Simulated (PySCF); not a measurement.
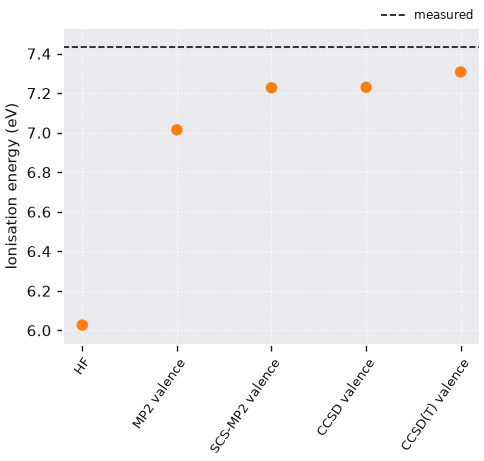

The ionisation energy of an atom or ion with 25 electrons in the configuration [Ar] 3d⁵ 4s² by several methods. PySCF, x2c-TZVPPall plus 1 diffuse shell for each l, spin-free X2C-1e, unrestricted single determinants, no spin-orbit coupling. Methods marked “valence” freeze 18 core electrons.

Which atom or ion is it?

Neutral manganese. The values run from 6.03 eV (HF) to 7.31 eV (CCSD(T) valence). The measured value is 7.43 eV; nearest to it come CCSD(T) valence (−0.13) and CCSD valence (−0.20), furthest HF (−1.41 eV).
